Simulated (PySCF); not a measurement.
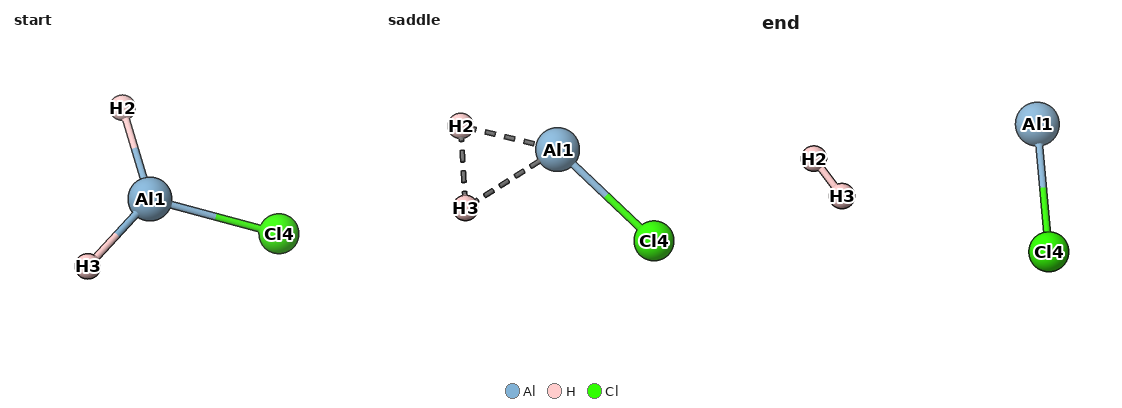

A saddle point and the two end points reached downhill from it. Broken sticks mark bonds that form or break. Charge 0, singlet. Geometries: PBE0-D4/def2-TZVP; all other levels are single points on them, and energies count from the start as drawn. Program: PySCF 2.14.0. In CBS estimates cores are frozen, and CCSD(T) − MP2 is taken in the smaller basis.

Which bonds form and which break from start to end?

Answer. Formed: H2–H3; broken: Al1–H2, Al1–H3. At the saddle point H2···H3 is 1.38 Å, Al1···H2 is 1.57 Å, Al1···H3 is 1.84 Å.

Give the electronic barrier and the reaction energy from start to end in eV (no zero-point energy) with CCSD(T)/CBS (MP2 limit from def2-TZVPP and def2-QZVPP plus CCSD(T) − MP2); ωB97M-V/def2-TZVPP.

```json
{"level": "CCSD(T)/CBS (MP2 limit from def2-TZVPP and def2-QZVPP plus CCSD(T) − MP2)", "barrier": "3.366", "reaction energy": "+0.706"}
{"level": "ωB97M-V/def2-TZVPP", "barrier": "3.472", "reaction energy": "+0.639"}
```
